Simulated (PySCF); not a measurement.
# C3H8O2Si: electronic excitations and core binding energies

What electronic excitations and core binding energies should C3H8O2Si (`O=C[SiH2]CCO`) show?

Programs: PySCF 2.14.0, with density-fitted response routines of our own. Each step states its level of theory. These are calculated values for one molecule in the gas phase, unless marked as measured. Atoms are numbered from 0 throughout.

## Step 1: Starting geometry

14 atoms, charge 0, multiplicity 1; geometry from: GFN2-xTB.

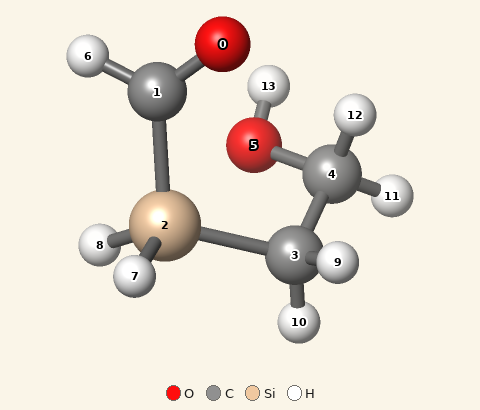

The starting geometry (oxygen red, carbon grey, silicon light orange, hydrogen white), atoms numbered; sticks join atoms by distance.

## Step 2: TDDFT and polarisability: CAM-B3LYP/def2-SVPD

The job: settings as JSON, then the geometry in Å.

```
{"job": {"kind": "uv", "xc": "CAM-B3LYP", "basis": "def2-SVPD", "nstates": 8, "ntriplets": 3}, "charge": 0, "multiplicity": 1}
O      1.478836     0.227881     1.633767
C      1.501571    -0.703804     0.868376
Si     0.932514    -0.619525    -0.965137
C     -0.312228     0.814302    -1.128539
C     -1.209404     0.734401     0.095593
O     -1.342848    -0.648060     0.381454
H      1.850516    -1.691516     1.242969
H      2.128336    -0.324520    -1.769333
H      0.388726    -1.926479    -1.321823
H      0.169518     1.788030    -1.181588
H     -0.901795     0.690082    -2.035757
H     -2.196967     1.183350    -0.077187
H     -0.731431     1.247139     0.938510
H     -1.756022    -0.771752     1.241771
```

Level: TDDFT CAM-B3LYP/def2-SVPD, vertical, gas phase, core orbitals frozen in the response.

On the command line:

```sh
$ OMP_NUM_THREADS=1 python probes_run.py task.json out
```

One launch serves the whole session: the jobs run in the order shown.

What it wrote:

```text
coarse grid: 12016 points
cycle   1  E = -558.3897917301  dE =  6.765e-01  |g| = 9.075e-01  |ddm| = 4.655e+00
cycle   2  E = -558.1453965223  dE =  2.444e-01  |g| = 1.481e+00  |ddm| = 2.010e+00
cycle   3  E = -558.5565141244  dE = -4.111e-01  |g| = 1.335e-01  |ddm| = 1.286e+00
cycle   4  E = -558.5589998193  dE = -2.486e-03  |g| = 7.854e-02  |ddm| = 1.695e-01
cycle   5  E = -558.5601104806  dE = -1.111e-03  |g| = 1.131e-02  |ddm| = 7.693e-02
cycle   6  E = -558.5601376279  dE = -2.715e-05  |g| = 4.497e-03  |ddm| = 1.985e-02
cycle   7  E = -558.5601428982  dE = -5.270e-06  |g| = 1.093e-03  |ddm| = 7.298e-03
final grid: 110944 points
cycle   8  E = -558.6570902429  dE = -2.675e-05  |g| = 3.505e-03  |ddm| = 5.031e-02
cycle   9  E = -558.6570894927  dE =  7.502e-07  |g| = 4.257e-03  |ddm| = 8.958e-03
cycle  10  E = -558.6570932008  dE = -3.708e-06  |g| = 6.803e-04  |ddm| = 3.977e-03
cycle  11  E = -558.6570932855  dE = -8.465e-08  |g| = 2.391e-04  |ddm| = 7.421e-04
cycle  12  E = -558.6570932980  dE = -1.256e-08  |g| = 5.055e-05  |ddm| = 3.264e-04
cycle  13  E = -558.6570932986  dE = -5.747e-10  |g| = 1.980e-05  |ddm| = 6.201e-05
converged SCF energy = -558.6570932986

Static polarisability (au): isotropic 70.293, principal 63.374 72.463 75.042

Singlet excitations
state   eV       nm        f      main configurations
  1   3.3279    372.6   0.00109   H->L 0.95
  2   6.3572    195.0   0.01290   H->L+1 0.80
  3   6.7936    182.5   0.01369   H->L+2 0.52, H-1->L 0.23, H->L+3 0.09
  4   6.8977    179.7   0.05118   H-1->L 0.69, H->L+2 0.15
  5   7.0705    175.4   0.02204   H->L+4 0.27, H-1->L+1 0.24, H->L+3 0.24
  6   7.2663    170.6   0.00912   H-2->L 0.94
  7   7.4789    165.8   0.00175   H-1->L+1 0.44, H->L+3 0.25
  8   7.5557    164.1   0.01218   H-3->L 0.29, H->L+4 0.28, H->L+3 0.19

Triplet excitations (Tamm-Dancoff, eV): 2.6632 5.7769 6.1883
```

It took 60 s on 1 thread of Arm Neoverse N1, shared host; peak memory 0.87 GiB.

Frontier orbitals and where they lie:

| orbital | eV | atoms |
| --- | --- | --- |
| HOMO−3 | -10.84 | Si2 32 %, H8 22 %, H7 17 % |
| HOMO−2 | -10.40 | C3 29 %, Si2 20 %, O5 17 % |
| HOMO−1 | -9.87 | O5 43 %, C4 17 %, H11 10 % |
| HOMO | -8.16 | O0 48 %, C1 21 %, Si2 11 % |
| LUMO | -0.01 | C1 41 %, O0 32 %, Si2 11 % |
| LUMO+1 | 0.98 | O5 28 %, H13 15 %, Si2 12 % |
| LUMO+2 | 1.52 | Si2 23 %, C3 13 %, H10 12 % |

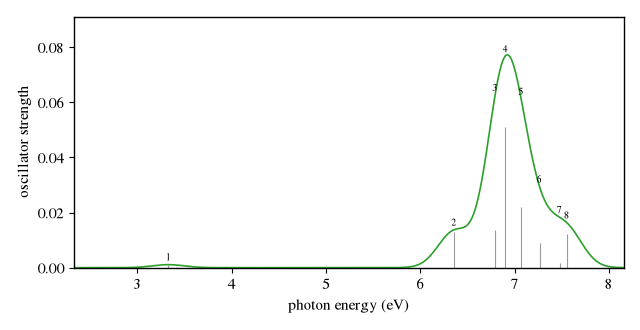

Absorption spectrum from the 8 singlet states computed; above the last one it falls off for lack of states. Lines are broadened to a width of 0.40 eV (Gaussian).

Ground-state properties from the same run:

| property | computed |
| --- | --- |
| dipole moment (D) | 1.70 |
| polarisability (Å³) | 10.42 |
| HOMO–LUMO gap (eV) | 8.14 |
| −ε(HOMO) (eV) | 8.16 |

## Step 3: X-ray photoelectron lines: SCAN, X2C

The job, as its differences from that of step 2:

```diff
@@ -1,2 +1,2 @@
-{"job": {"kind": "uv", "xc": "CAM-B3LYP", "basis": "def2-SVPD", "nstates": 8, "ntriplets": 3}, "charge": 0, "multiplicity": 1}
+{"job": {"kind": "xps"}, "charge": 0, "multiplicity": 1}
 O      1.478836     0.227881     1.633767
```

Method: delta-SCF UKS SCAN, pcX-2 on the ionised atom, pcseg-1 elsewhere, spin-free X2C.

What it wrote:

```text
ground state, core basis on atom 0 (O), 159 functions
  cycle   1  E = -559.41836314  |g| = 9.62e-01
  cycle   2  E = -558.56987209  |g| = 2.21e+00
  cycle   3  E = -559.56606915  |g| = 3.87e-01
  cycle   4  E = -559.59399787  |g| = 1.37e-01
  cycle   5  E = -559.59730261  |g| = 3.91e-02
  cycle   6  E = -559.59756310  |g| = 1.61e-02
  cycle   7  E = -559.59762368  |g| = 4.25e-03
  cycle   8  E = -559.59762666  |g| = 9.90e-04
  cycle   9  E = -559.59762753  |g| = 2.13e-04
  E(ground) = -559.64001796 Eh
hole in O 1s of atom 0
  cycle   1  E = -538.99431285  |g| = 2.22e+00
  cycle   2  E = -537.45551342  |g| = 2.46e+00
  cycle   3  E = -539.31908949  |g| = 1.01e+00
  cycle   4  E = -539.77020224  |g| = 4.28e-01
  cycle   5  E = -539.82281618  |g| = 1.53e-01
  cycle   6  E = -539.82936206  |g| = 7.63e-02
  cycle   7  E = -539.83198007  |g| = 2.21e-02
  cycle   8  E = -539.83232931  |g| = 7.07e-03
  cycle   9  E = -539.83236364  |g| = 1.72e-03
  cycle  10  E = -539.83236623  |g| = 1.37e-03
  cycle  11  E = -539.83236713  |g| = 2.84e-04
  E(ion) = -539.87567773 Eh   <S^2> = 0.7717   hole on atom = 1.000   binding energy = 537.815 eV
ground state, core basis on atom 1 (C), 159 functions
  cycle   1  E = -559.57278764  |g| = 7.80e-02
  cycle   2  E = -559.56940789  |g| = 1.42e-01
  cycle   3  E = -559.57313723  |g| = 3.40e-02
  cycle   4  E = -559.57335266  |g| = 8.06e-03
  cycle   5  E = -559.57336796  |g| = 1.02e-03
  cycle   6  E = -559.57337042  |g| = 3.69e-04
  E(ground) = -559.61769733 Eh
hole in C 1s of atom 1
  cycle   1  E = -548.25382112  |g| = 1.49e+00
  cycle   2  E = -546.05566466  |g| = 2.30e+00
  cycle   3  E = -548.44215132  |g| = 8.85e-01
  cycle   4  E = -548.68008106  |g| = 5.94e-01
  cycle   5  E = -548.78771874  |g| = 2.79e-01
  cycle   6  E = -548.79292161  |g| = 1.99e-01
  cycle   7  E = -548.81718162  |g| = 6.11e-02
  cycle   8  E = -548.81779845  |g| = 5.87e-02
  cycle   9  E = -548.82027077  |g| = 1.31e-02
  cycle  10  E = -548.82038939  |g| = 8.08e-03
  cycle  11  E = -548.82051006  |g| = 4.42e-03
  cycle  12  E = -548.82056318  |g| = 3.92e-03
  cycle  13  E = -548.82057835  |g| = 3.08e-03
  cycle  14  E = -548.82058645  |g| = 2.36e-03
  cycle  15  E = -548.82059187  |g| = 8.94e-04
  cycle  16  E = -548.82059224  |g| = 1.81e-04
  E(ion) = -548.86348649 Eh   <S^2> = 0.8930   hole on atom = 1.000   binding energy = 292.637 eV
ground state, core basis on atom 2 (Si), 170 functions
  cycle   1  E = -559.66364170  |g| = 2.86e-01
  cycle   2  E = -559.66344670  |g| = 4.97e-02
  cycle   3  E = -559.66167882  |g| = 1.03e-01
  cycle   4  E = -559.66378337  |g| = 1.63e-02
  cycle   5  E = -559.66382894  |g| = 2.20e-03
  cycle   6  E = -559.66383027  |g| = 3.01e-04
  E(ground) = -559.66658935 Eh
hole in Si 1s of atom 2
  cycle   1  E = -490.74788142  |g| = 4.35e+00
  cycle   2  E = -490.48373105  |g| = 2.33e+00
  cycle   3  E = -490.92273308  |g| = 1.31e+00
  cycle   4  E = -491.60280179  |g| = 7.21e-01
  cycle   5  E = -491.77745015  |g| = 2.71e-01
  cycle   6  E = -491.81006877  |g| = 6.49e-02
  cycle   7  E = -491.81142547  |g| = 3.82e-02
  cycle   8  E = -491.81198351  |g| = 8.83e-03
  cycle   9  E = -491.81201351  |g| = 3.37e-03
  cycle  10  E = -491.81201966  |g| = 6.12e-04
  cycle  11  E = -491.81201969  |g| = 2.56e-04
  E(ion) = -491.82305737 Eh   <S^2> = 0.7526   hole on atom = 1.000   binding energy = 1846.117 eV
hole in Si 2p of atom 2
  cycle   1  E = -555.40640257  |g| = 1.24e+00
  cycle   2  E = -555.02302265  |g| = 1.33e+00
  cycle   3  E = -555.51864041  |g| = 6.96e-01
  cycle   4  E = -555.71073027  |g| = 2.38e-01
  cycle   5  E = -555.73093191  |g| = 7.94e-02
  cycle   6  E = -555.73407380  |g| = 2.64e-02
  cycle   7  E = -555.73434940  |g| = 8.65e-03
  cycle   8  E = -555.73437327  |g| = 3.84e-03
  cycle   9  E = -555.73438139  |g| = 8.32e-04
  cycle  10  E = -555.73438085  |g| = 2.11e-04
  E(ion) = -555.74912634 Eh   <S^2> = 0.7524   hole on atom = 1.002   binding energy = 106.600 eV
  2p3/2 = 106.406 eV   2p1/2 = 107.029 eV
ground state, core basis on atom 3 (C), 159 functions
  cycle   1  E = -559.56998204  |g| = 6.11e-02
  cycle   2  E = -559.56997503  |g| = 2.66e-02
  cycle   3  E = -559.57008104  |g| = 1.90e-02
  cycle   4  E = -559.57016502  |g| = 7.04e-03
  cycle   5  E = -559.57017428  |g| = 1.75e-03
  cycle   6  E = -559.57017458  |g| = 3.59e-04
  E(ground) = -559.61457825 Eh
hole in C 1s of atom 3
  cycle   1  E = -548.33085898  |g| = 1.51e+00
  cycle   2  E = -547.56094228  |g| = 1.87e+00
  cycle   3  E = -548.85208913  |g| = 3.48e-01
  cycle   4  E = -548.88833260  |g| = 1.97e-01
  cycle   5  E = -548.89942211  |g| = 1.08e-01
  cycle   6  E = -548.90351567  |g| = 3.90e-02
  cycle   7  E = -548.90411885  |g| = 1.04e-02
  cycle   8  E = -548.90415423  |g| = 4.93e-03
  cycle   9  E = -548.90416715  |g| = 1.17e-03
  cycle  10  E = -548.90416949  |g| = 6.00e-04
  cycle  11  E = -548.90416987  |g| = 1.90e-04
  E(ion) = -548.94735263 Eh   <S^2> = 0.7679   hole on atom = 1.000   binding energy = 290.270 eV
ground state, core basis on atom 4 (C), 159 functions
  cycle   1  E = -559.57190561  |g| = 5.76e-02
  cycle   2  E = -559.57187661  |g| = 1.91e-02
  cycle   3  E = -559.57185743  |g| = 2.12e-02
  cycle   4  E = -559.57196480  |g| = 5.42e-03
  cycle   5  E = -559.57196920  |g| = 1.15e-03
  cycle   6  E = -559.57197075  |g| = 1.65e-04
  E(ground) = -559.61572755 Eh
hole in C 1s of atom 4
  cycle   1  E = -548.27621098  |g| = 1.51e+00
  cycle   2  E = -545.33245651  |g| = 2.57e+00
  cycle   3  E = -546.19753785  |g| = 1.88e+00
  cycle   4  E = -548.73172023  |g| = 5.10e-01
  cycle   5  E = -548.77881356  |g| = 3.70e-01
  cycle   6  E = -548.81598925  |g| = 2.05e-01
  cycle   7  E = -548.83256310  |g| = 3.19e-02
  cycle   8  E = -548.83303520  |g| = 1.24e-02
  cycle   9  E = -548.83312079  |g| = 3.88e-03
  cycle  10  E = -548.83313350  |g| = 2.09e-03
  cycle  11  E = -548.83313795  |g| = 1.17e-03
  cycle  12  E = -548.83313983  |g| = 4.86e-04
  E(ion) = -548.87581235 Eh   <S^2> = 0.7732   hole on atom = 1.000   binding energy = 292.248 eV
ground state, core basis on atom 5 (O), 159 functions
  cycle   1  E = -559.59762267  |g| = 9.34e-02
  cycle   2  E = -559.59744497  |g| = 3.91e-02
  cycle   3  E = -559.59723800  |g| = 5.23e-02
  cycle   4  E = -559.59771546  |g| = 7.89e-03
  cycle   5  E = -559.59772774  |g| = 1.88e-03
  cycle   6  E = -559.59772995  |g| = 3.39e-04
  E(ground) = -559.64033327 Eh
hole in O 1s of atom 5
  cycle   1  E = -538.98039378  |g| = 2.22e+00
  cycle   2  E = -536.65340159  |g| = 2.67e+00
  cycle   3  E = -539.20938919  |g| = 1.12e+00
  cycle   4  E = -539.62611153  |g| = 6.31e-01
  cycle   5  E = -539.74080894  |g| = 3.40e-01
  cycle   6  E = -539.78764186  |g| = 8.17e-02
  cycle   7  E = -539.79150552  |g| = 1.39e-02
  cycle   8  E = -539.79158679  |g| = 5.69e-03
  cycle   9  E = -539.79160000  |g| = 2.86e-03
  cycle  10  E = -539.79160369  |g| = 6.39e-04
  cycle  11  E = -539.79160567  |g| = 2.19e-04
  E(ion) = -539.83438646 Eh   <S^2> = 0.7621   hole on atom = 1.000   binding energy = 538.947 eV
```

Wall time 2.7 min (1 thread of Arm Neoverse N1, shared host); peak memory 0.6 GiB.

The holes in one table. −ε is the ground-state orbital energy:

| hole | stands for | environment | ΔSCF (eV; 2p as the shell's mean) | −ε (eV) | ⟨S²⟩ |
| --- | --- | --- | --- | --- | --- |
| O1s on O0 | O0 | carbonyl oxygen | 537.82 | 516.6 | 0.772 |
| C1s on C1 | C1 | carbonyl carbon | 292.64 (doubtful) | 275.7 | 0.893 |
| Si1s on Si2 | Si2 | silicon bonded to 2 C, 2 H | 1846.12 | 1793.1 | 0.753 |
| Si2p on Si2 | Si2 | silicon bonded to 2 C, 2 H | 106.61 | 96.0 | 0.752 |
| C1s on C3 | C3 | sp3 CH2 bonded to Si | 290.27 | 273.5 | 0.768 |
| C1s on C4 | C4 | sp3 CH2 bonded to O | 292.25 | 275.0 | 0.773 |
| O1s on O5 | O5 | alcohol oxygen | 538.95 | 517.0 | 0.762 |

Doubtful: the ion did not converge, its hole moved, or its ⟨S²⟩ is well above 0.75.

With the spin-orbit splitting: Si2 2p3/2 106.41, 2p1/2 107.03 eV. The table gives each 2p level as the mean over the whole 2p shell (two parts 2p3/2, one part 2p1/2), which differs a little from the single hole in the log.

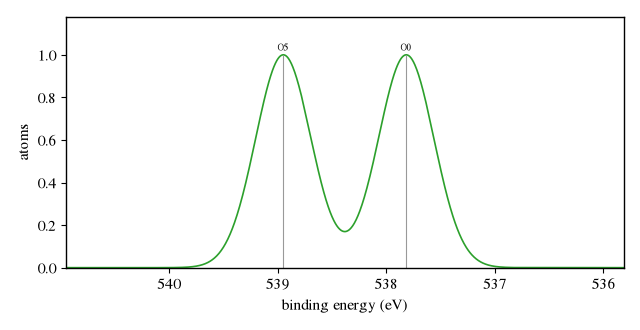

The O1s photoelectron lines, weighted by the number of atoms. Lines are broadened to a width of 0.60 eV (Gaussian).

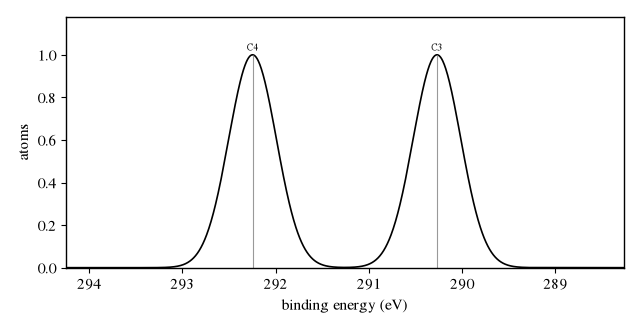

The C1s photoelectron lines, weighted by the number of atoms. Only 2 of the 3 C atoms are covered by sound results. Lines are broadened to a width of 0.60 eV (Gaussian).

## Step 4: Results

```
                                                    quantity                        value
                        lowest singlet (CAM-B3LYP/def2-SVPD)  3.33 eV (373 nm), f = 0.001
                    brightest single state of those computed  state 4, 6.90 eV, f = 0.051
                                              lowest triplet                      2.66 eV
                            O1s binding energies, SCAN/pcX-2      O5 538.95, O0 537.82 eV
C1s binding energies, SCAN/pcX-2 (standing for 2 of 3 atoms)      C4 292.25, C3 290.27 eV
                           Si1s binding energies, SCAN/pcX-2               Si2 1846.12 eV
                           Si2p binding energies, SCAN/pcX-2                Si2 106.61 eV
```

In words: The lowest singlet, at 3.33 eV, is HOMO→LUMO 0.95 and is weak; of the 8 states computed, the strongest absorption comes from state 4 at 6.90 eV. The lowest triplet lies 0.66 eV below the lowest singlet (triplets in Tamm-Dancoff, singlets in full TDDFT). O5 (alcohol oxygen) binds its O1s electron 1.13 eV more tightly than O0 (carbonyl oxygen). The C1s levels kept as sound span 1.98 eV, from C3 (sp3 CH2 bonded to Si) up to C4 (sp3 CH2 bonded to O). Only 2 of the 3 C atoms are covered by sound results.
